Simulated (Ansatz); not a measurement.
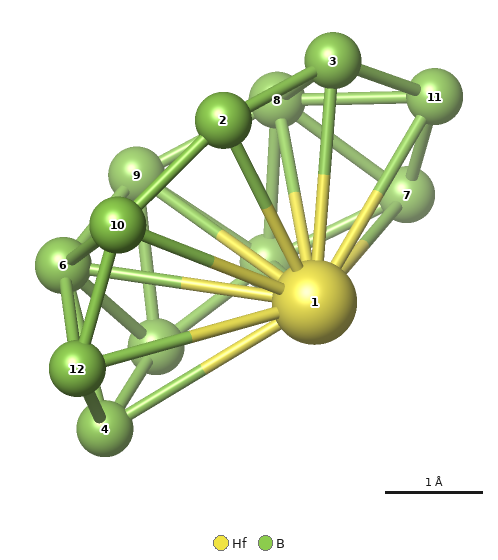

Fig. 1: The structure as given in the input (ball-and-stick view, seen at a tilt; atoms are numbered from 1 in the order of the input). Sticks mark near contacts.

Single-point calculation of HfB12

- system: HfB12
- method: RKS PBE0-D4/def2-TZVP (Ansatz 0.2.0)

The geometry comes from this level: PBE-D4/def2-SVP.

**Input**
```yaml
crystal:
  periodic: [false, false, false]
  atoms:
    - {symbol: Hf, position_ang: [-0.795689, 0.746918, 0.794296]}
    - {symbol: B, position_ang: [-1.275221, 0.252712, -1.431195]}
    - {symbol: B, position_ang: [-0.310468, 1.480905, -1.551045]}
    - {symbol: B, position_ang: [-0.626753, -1.656558, 1.663528]}
    - {symbol: B, position_ang: [0.778433, -0.969564, 1.288194]}
    - {symbol: B, position_ang: [-0.215683, -1.705701, -0.026238]}
    - {symbol: B, position_ang: [1.512571, 1.892163, 0.479448]}
    - {symbol: B, position_ang: [1.251374, 0.808349, -0.872379]}
    - {symbol: B, position_ang: [1.065096, -0.775488, -0.469605]}
    - {symbol: B, position_ang: [-1.800581, -1.045369, -0.722873]}
    - {symbol: B, position_ang: [0.649640, 2.410091, -0.695007]}
    - {symbol: B, position_ang: [-1.806660, -1.781691, 0.672776]}
    - {symbol: B, position_ang: [1.573930, 0.343244, 0.870109]}
basis:
  gaussian: {orbitals: def2-TZVP, initial_orbitals: start.molden}
hamiltonian: {xc: pbe0, dispersion: d4}
scf: {omitted_lower_state_checks: [starts]}
output: {orbitals: {seedname: orbitals}}
```

Run on 4 threads of Arm Neoverse V2, 23 GiB of memory available, shared host.

Command:
```bash
ansatz run in.yaml --threads 4 --pin off --events-out ev --progress --plain --max-ram 6963MiB
```

**What the program printed**
```
Functional definition: PBE0
  name "PBE0"
  cite "Adamo & Barone, J. Chem. Phys. 110, 6158 (1999) doi:10.1063/1.478522"
  cite "Perdew, Burke & Ernzerhof, Phys. Rev. Lett. 77, 3865 (1996) doi:10.1103/PhysRevLett.77.3865"
  parent pbe
  parameter a = 0.25
  parameter kappa = 0.804
  parameter beta = 0.06672455060314922
  exchange = (1 - a)*pbe_x(kappa = kappa, mu = beta*pi^2/3) + a*exact_x
  correlation = pbe_c(beta = beta)
these checks for a lower state are left out or cut short: starts
2421 factors; their error is unknown
mean field evaluation 1: about -9137.7162 eV, gradient 1.1e3 eV
mean field evaluation 2: about -9222.2597 eV, gradient 1.3e2 eV
mean field evaluation 4: about -9344.1396 eV, gradient 5.8e1 eV
mean field evaluation 8: about -9406.5848 eV, gradient 4.9e0 eV
mean field evaluation 16: about -9407.0569 eV, gradient 2.1e-5 eV
mean field -9407.05690863 eV, -345.7029650600 hartree, gradient 2.1e-5 eV, S^2 0.000000; 0 other end points of the search recorded, 0 dependent functions left out
reference -9407.05694302 eV, -345.7029663238 hartree; 36, 36 occupied and 376, 376 virtual orbitals, 2421 factors
Total energy: -9407.67451787 eV, -345.7256617810 hartree
Checks for a lower state left out: starts
```

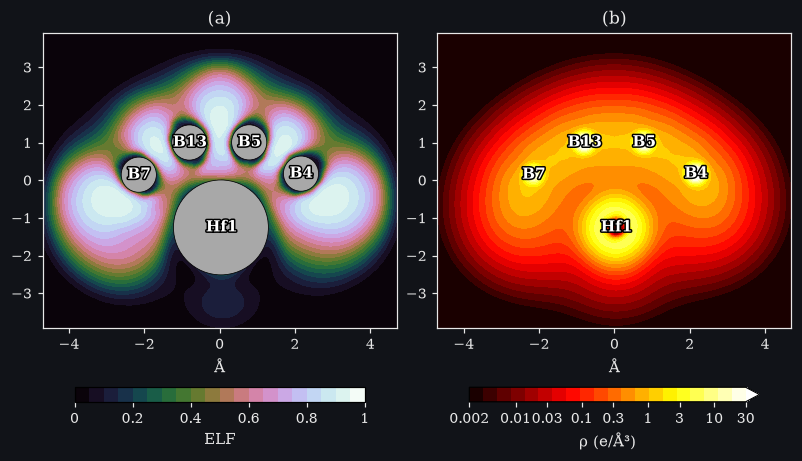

Fig. 2: (a) electron localisation function; (b) total electron density on the plane of atoms B4, Hf1 and B13. Grey discs, where drawn, cover atomic cores. The section cuts through Hf and B sites. Hf–B (2.38 Å): ρ at the midpoint is about 0.43 e/Å³; the ELF peaks at about 0.55 in the valence shell of B, 0.8 Å from its nucleus, and is about 0.25 at the midpoint.

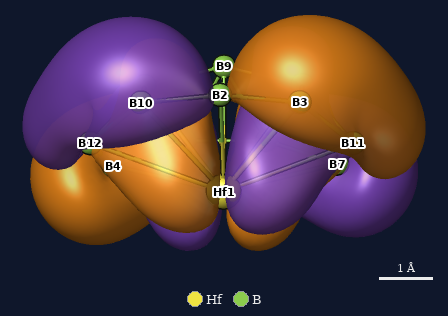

Fig. 3: One frontier orbital at ±0.05 Å⁻³ᐟ² (orange and purple are the two phases), seen from the side. The LUMO, at −3.99 eV. Its weight (Hirshfeld) is mainly on Hf1 (15 %), B3 (15 %), B10 (15 %), B4 (10 %) and B7 (10 %).

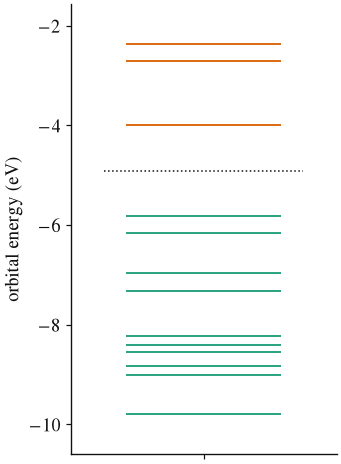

Fig. 4: Orbital energies near the frontier; the dotted line parts filled from empty levels, and levels within 0.02 eV of each other stand side by side. Highest filled −5.82 eV, lowest empty −3.99 eV, 1.83 eV apart.

**Key numbers**

| quantity | value |
| --- | --- |
| outcome | converged |
| total energy | −9407.6745 eV |
| mean-field energy | −9407.0569 eV |
| dispersion energy | −0.6176 eV |
| SCF solution under orbital rotations | stable |
| HOMO | −5.82 eV |
| LUMO | −3.99 eV |
| wall time | 27 s (CPU time 1.7 min) |
| peak memory | 1.9 GiB |
